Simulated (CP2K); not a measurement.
**C2H6BFN (SMILES NB[CH]CF) at GFN1-xTB**

Aim: the energy change on altering one bond length of C2H6BFN at GFN1-xTB, from 2 runs. 

The results are computed with CP2K 2026.2.

1 further run of the same task is left out (set aside as unsound or not needed).

## Step 1: The system as given

C2H6BFN has 11 atoms, charge 0, and is taken as a doublet. As SMILES, `NB[CH]CF`. The shape is that of a GFN2-xTB optimisation. This is one conformer, not always the lowest.

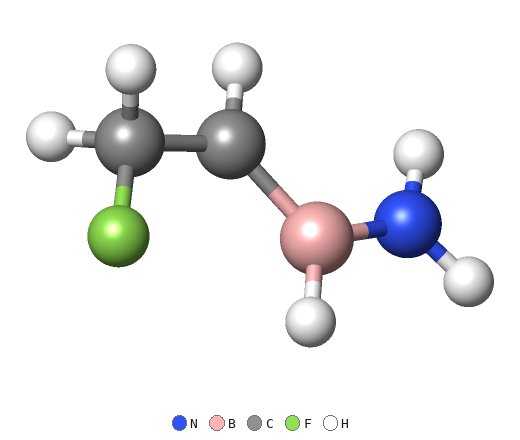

Viewed from a chosen angle; nitrogen blue, boron pink, carbon grey, fluorine green, hydrogen white.

## Step 2: Energy and forces at GFN1-xTB

Input file molecule.pdb:

```
HETATM    1 N    MOL A   1      -1.970  -0.319   0.724  1.00  0.00           N
HETATM    2 B    MOL A   1      -0.733  -0.635   0.152  1.00  0.00           B
HETATM    3 C    MOL A   1       0.290   0.478  -0.002  1.00  0.00           C
HETATM    4 C    MOL A   1       1.641   0.361  -0.584  1.00  0.00           C
HETATM    5 F    MOL A   1       1.938  -0.899  -1.044  1.00  0.00           F
HETATM    6 H    MOL A   1      -2.705  -0.989   0.867  1.00  0.00           H
HETATM    7 H    MOL A   1      -2.215   0.606   1.034  1.00  0.00           H
HETATM    8 H    MOL A   1      -0.530  -1.736  -0.185  1.00  0.00           H
HETATM    9 H    MOL A   1       0.087   1.489   0.330  1.00  0.00           H
HETATM   10 H    MOL A   1       1.772   1.038  -1.445  1.00  0.00           H
HETATM   11 H    MOL A   1       2.423   0.607   0.155  1.00  0.00           H
END
```

Input file mol.inp:

```
&GLOBAL
  PROJECT_NAME mol
  RUN_TYPE ENERGY_FORCE
  PRINT_LEVEL MEDIUM
&END GLOBAL

&FORCE_EVAL
  METHOD QS
  &DFT
    MULTIPLICITY 2
    SPIN_POLARIZED T
    &QS
      METHOD XTB
      EPS_DEFAULT 1.0E-10
      &XTB
        GFN_TYPE 1
        CHECK_ATOMIC_CHARGES F
      &END XTB
    &END QS
    &POISSON
      PERIODIC NONE
      POISSON_SOLVER ANALYTIC
    &END POISSON
    &SCF
      SCF_GUESS ATOMIC
      EPS_SCF 1.0E-07
      MAX_SCF 30
      &OT
        MINIMIZER DIIS
        PRECONDITIONER FULL_SINGLE_INVERSE
      &END OT
      &OUTER_SCF
        EPS_SCF 1.0E-07
        MAX_SCF 5
      &END OUTER_SCF
    &END SCF
    &PRINT
      &MOMENTS
        PERIODIC F
        REFERENCE COM
        MAX_MOMENT 1
      &END MOMENTS
      &MO_CUBES
        NLUMO 1
        NHOMO -1
        WRITE_CUBE F
      &END MO_CUBES
      &HIRSHFELD OFF
      &END HIRSHFELD
    &END PRINT
  &END DFT
  &SUBSYS
    &CELL
      ABC 13.1 11.2 10.5
      PERIODIC NONE
    &END CELL
    &TOPOLOGY
      COORD_FILE_NAME molecule.pdb
      COORD_FILE_FORMAT PDB
      CONN_FILE_FORMAT OFF
      &CENTER_COORDINATES
      &END CENTER_COORDINATES
    &END TOPOLOGY
  &END SUBSYS
  &PRINT
    &FORCES ON
    &END FORCES
  &END PRINT
&END FORCE_EVAL
```

The run is started by

```console
$ OMP_NUM_THREADS=1 cp2k.psmp -i mol.inp > mol.out 2>&1
```

The log of the run:

```text
CP2K| version string:                                       CP2K version 2026.2
[...]
 GLOBAL| Method name                                                        CP2K
[...]
 GLOBAL| Run type                                                   ENERGY_FORCE
[...]
                             - Atoms:                                         11
[...]
                             - Spherical basis functions:                     32
[...]
 Number of electrons:                                                         15
[...]
     1 OT DIIS     0.80E-01    0.0     0.03101708       -17.1148785626 -1.71E+01
[...]
    18 OT DIIS     0.80E-01    0.0     0.00000004       -17.1815826048 -8.90E-12
  *** SCF run converged in    18 steps ***
[...]
 TB_DIPOLE| Moment [Debye]         -1.63772802       2.21222804       1.24929449
 TB_DIPOLE| Derivative [a.u.]       0.00000000       0.00000000       0.00000000
[...]
 ENERGY| Total FORCE_EVAL ( QS ) energy [hartree]            -17.181582604808629
 FORCES| Atomic forces [hartree/bohr]
 FORCES|   Atom     x               y               z               |f|
 FORCES|      1 -1.07623003E-02  3.98967897E-03  5.36738112E-03   1.26709678E-02
 FORCES|      2  1.13262289E-02  6.72657274E-03 -3.11648711E-03   1.35367180E-02
 FORCES|      3 -2.28963360E-03 -5.06085361E-03 -2.65628446E-04   5.56104485E-03
 FORCES|      4  4.07580076E-03 -2.23203379E-03 -2.09044605E-03   5.09549716E-03
 FORCES|      5 -3.24103611E-03  1.98979631E-03  1.93074716E-03   4.26513646E-03
 FORCES|      6  1.87696167E-03 -4.28649047E-04 -8.92238968E-04   2.12198386E-03
 FORCES|      7  8.71383771E-04 -4.51959894E-04 -4.49956428E-04   1.07983249E-03
 FORCES|      8  9.67125117E-04 -6.59588875E-03 -1.94327615E-03   6.94387512E-03
 FORCES|      9 -1.84641521E-03  1.45035441E-03  1.08236180E-03   2.58539825E-03
 FORCES|     10 -2.51295235E-04  2.00158417E-04  7.15552946E-04   7.84365161E-04
 FORCES|     11 -7.26819799E-04  4.12824238E-04 -3.38009869E-04   9.01632710E-04
 FORCES| Sum     1.61004023E-16  2.17490956E-16  1.25225351E-16
 FORCES| Total atomic force                                       2.98171091E-16
[...]
```

It took 0.68 s on 1 thread of Arm Neoverse V1, shared host.

## Step 3: The distorted shape

Input file molecule.pdb:

```
HETATM    1 N    MOL A   1      -2.044  -0.386   0.738  1.00  0.00           N
HETATM    2 B    MOL A   1      -0.806  -0.702   0.166  1.00  0.00           B
HETATM    3 C    MOL A   1       0.217   0.411   0.012  1.00  0.00           C
HETATM    4 C    MOL A   1       1.568   0.294  -0.570  1.00  0.00           C
HETATM    5 F    MOL A   1       1.865  -0.966  -1.030  1.00  0.00           F
HETATM    6 H    MOL A   1      -2.705  -0.989   0.867  1.00  0.00           H
HETATM    7 H    MOL A   1      -2.288   0.539   1.048  1.00  0.00           H
HETATM    8 H    MOL A   1      -0.603  -1.804  -0.171  1.00  0.00           H
HETATM    9 H    MOL A   1       0.014   1.422   0.345  1.00  0.00           H
HETATM   10 H    MOL A   1       1.699   0.971  -1.431  1.00  0.00           H
HETATM   11 H    MOL A   1       2.349   0.540   0.169  1.00  0.00           H
END
```

Input file mol.inp:

```
&GLOBAL
   PROJECT mol
   RUN_TYPE ENERGY_FORCE
   PRINT_LEVEL MEDIUM
&END GLOBAL

&FORCE_EVAL
   METHOD QUICKSTEP
   &DFT
      CHARGE 0
      MULTIPLICITY 2
      SPIN_POLARIZED T
      ! Quickstep
      &QS
         METHOD XTB
         EPS_DEFAULT 1.0E-10
         &XTB
            GFN_TYPE 1
            CHECK_ATOMIC_CHARGES F
         &END XTB
      &END QS
      &POISSON
         PERIODIC NONE
         POISSON_SOLVER ANALYTIC
      &END POISSON
      ! SCF settings
      &SCF
         SCF_GUESS ATOMIC
         EPS_SCF 1.0E-07
         MAX_SCF 30
         &OT ON
            MINIMIZER DIIS
            PRECONDITIONER FULL_SINGLE_INVERSE
         &END OT
         &OUTER_SCF
            EPS_SCF 1.0E-07
            MAX_SCF 5
         &END OUTER_SCF
      &END SCF
      &PRINT
         &MOMENTS
            PERIODIC F
            REFERENCE COM
            MAX_MOMENT 1
         &END MOMENTS
         &MO_CUBES
            NLUMO 1
            NHOMO -1
            WRITE_CUBE F
         &END MO_CUBES
         &HIRSHFELD OFF
         &END HIRSHFELD
      &END PRINT
   &END DFT
   ! atoms, cell and kinds
   &SUBSYS
      ! box in angstrom
      &CELL
         ABC [angstrom] 13.1 11.2 10.5
         PERIODIC NONE
      &END CELL
      &TOPOLOGY
         COORD_FILE_NAME molecule.pdb
         COORD_FILE_FORMAT PDB
         CONN_FILE_FORMAT OFF
         &CENTER_COORDINATES
         &END CENTER_COORDINATES
      &END TOPOLOGY
   &END SUBSYS
   ! extra output
   &PRINT
      &FORCES ON
      &END FORCES
   &END PRINT
&END FORCE_EVAL
```

The run is started by

```console
$ OMP_NUM_THREADS=1 cp2k.psmp -i mol.inp > mol.out 2>&1
```

The log of the run:

```text
CP2K| version string:                                       CP2K version 2026.2
[...]
 GLOBAL| Method name                                                        CP2K
[...]
 GLOBAL| Run type                                                   ENERGY_FORCE
[...]
                             - Atoms:                                         11
[...]
                             - Spherical basis functions:                     32
[...]
 Number of electrons:                                                         15
[...]
     1 OT DIIS     0.80E-01    0.0     0.03045236       -17.1068806429 -1.71E+01
[...]
    18 OT DIIS     0.80E-01    0.0     0.00000004       -17.1712111618 -4.28E-12
  *** SCF run converged in    18 steps ***
[...]
 TB_DIPOLE| Moment [Debye]         -1.58578794       2.23716650       1.23527840
 TB_DIPOLE| Derivative [a.u.]       0.00000000       0.00000000       0.00000000
[...]
 ENERGY| Total FORCE_EVAL ( QS ) energy [hartree]            -17.171211161777133
 FORCES| Atomic forces [hartree/bohr]
 FORCES|   Atom     x               y               z               |f|
 FORCES|      1  7.83556139E-02  8.61398516E-02 -1.17927066E-02   1.17041634E-01
 FORCES|      2  1.19516106E-02  8.30861514E-03 -3.01448520E-03   1.48647638E-02
 FORCES|      3 -1.77421824E-03 -5.12349431E-03 -4.95325658E-04   5.44457453E-03
 FORCES|      4  3.84669449E-03 -2.18172899E-03 -2.30795539E-03   4.98835223E-03
 FORCES|      5 -3.25947189E-03  1.99814892E-03  1.94928706E-03   4.29144220E-03
 FORCES|      6 -9.02609912E-02 -8.59106309E-02  1.67461164E-02   1.25730328E-01
 FORCES|      7  2.99631699E-03  1.01259720E-03 -9.86289511E-04   3.31301006E-03
 FORCES|      8  5.89138982E-04 -6.15547916E-03 -1.69571909E-03   6.41190078E-03
 FORCES|      9 -1.81917858E-03  1.22538280E-03  9.98637027E-04   2.41003104E-03
 FORCES|     10 -2.34267555E-04  2.01389380E-04  7.15804245E-04   7.79624709E-04
 FORCES|     11 -3.91247546E-04  4.85348303E-04 -1.17363279E-04   6.34359328E-04
 FORCES| Sum    -4.05491613E-17 -3.77519196E-16 -3.87331226E-17
 FORCES| Total atomic force                                       3.81661149E-16
[...]
```

Run time: 0.67 s. Hardware: 1 thread of Arm Neoverse V1, shared host.

## Step 4: Summary of results

Level: GFN1-xTB.

| quantity | value |
| --- | --- |
| first shape: total energy | -17.18158 Eh |
| first shape: dipole moment (from atomic charges alone) | 3.02 D |
| first shape: HOMO energy (highest over α and β) | -9.92 eV |
| first shape: dispersion energy | -7.49 kJ/mol |
| first shape: largest force on an atom | 0.696 eV/Å |
| distorted shape: total energy | -17.17121 Eh |
| distorted shape: dipole moment (from atomic charges alone) | 3.01 D |
| distorted shape: HOMO energy (highest over α and β) | -9.93 eV |
| distorted shape: dispersion energy | -7.50 kJ/mol |
| distorted shape: largest force on an atom | 6.465 eV/Å |
| energy change with the N1–H6 bond shortened from 1.005 to 0.904 Å | 0.282 eV |

What this shows: With the N1–H6 bond shortened from 1.005 to 0.904 Å the energy rises by 0.28 eV (27.2 kJ/mol). The first shape isn't relaxed at this level, so the change isn't measured from a minimum. The largest force (first shape) is 0.70 eV/Å: the shape isn't a stationary point for this species at this level. The dipole (first shape) comes from point charges on the atoms alone, without atomic dipoles, so it is partial. The dipole (distorted shape) comes from point charges on the atoms alone, without atomic dipoles, so it is partial.
